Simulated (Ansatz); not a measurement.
Input

```
crystal:
  periodic: [false, false, false]
  atoms:
    - {symbol: Br, position_ang: [0.242035, 0.137163, -4.235202]}
    - {symbol: F, position_ang: [-0.587687, -1.488527, 0.531818]}
    - {symbol: S, position_ang: [-0.033207, -0.018825, 0.580827]}
    - {symbol: F, position_ang: [-0.123721, -0.070087, 2.163578]}
    - {symbol: F, position_ang: [0.054518, 0.030857, -0.953101]}
    - {symbol: F, position_ang: [0.517823, 1.448924, 0.690182]}
    - {symbol: F, position_ang: [-1.503054, 0.536280, 0.545049]}
    - {symbol: F, position_ang: [1.433192, -0.575885, 0.676951]}
basis:
  gaussian: {orbitals: "def2-TZVPPD.json"}
total_charge: -1
hamiltonian: {xc: pbe0, dispersion: d4}
output: {orbitals: {seedname: orbitals}}
```

Command:

```sh
ansatz run in.yaml --threads 2 --pin off --events-out ev --progress --plain --max-ram 22528MiB --backend cuda --devices 0, --max-vram 18GiB
```

Geometry: PBE0-D4/def2-TZVP.

All numbers below come from Ansatz 0.2.0, RKS PBE0-D4/def2-TZVPPD.

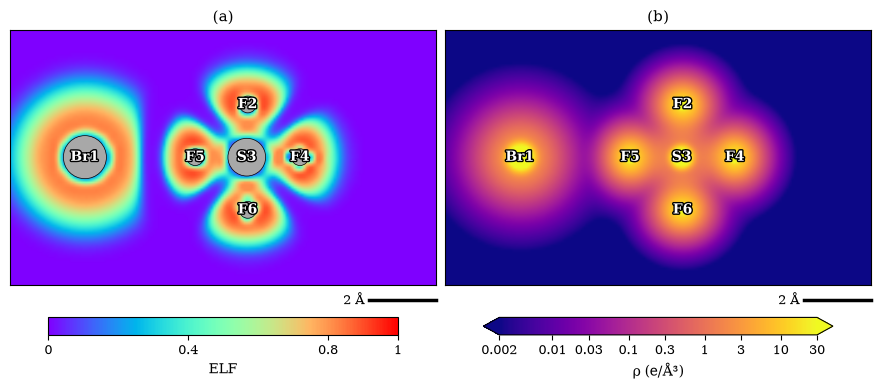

Br···SF$_{6}$ (charge −1). (a) ELF; (b) electron density on the plane of atoms F5, S3 and F6. Grey discs cover the atomic cores in the ELF map.

Read the bonding off the picture.

The section cuts through Br, F and S sites.
Br1···F5 (3.29 Å): the density falls to about 0.05 e/Å³ on the way; the ELF dips to about 0 between them; a non-bonded, intermolecular contact.
S–F (1.54 Å): the density is about 1.9 e/Å³ at the midpoint; the ELF peaks at about 0.80 between the atoms; a polar covalent bond.
S–F (1.59 Å): ρ at the midpoint is about 1.7 e/Å³; the ELF peaks at about 0.80 between the atoms: a polar covalent bond.
Br1···F5 (3.29 Å): the density falls to about 0.05 e/Å³ on the way; the ELF dips to about 0 between them (a non-bonded, intermolecular contact).
The ELF also peaks beside F6, F5, F4 and F2, away from the bonds: lone-pair regions.
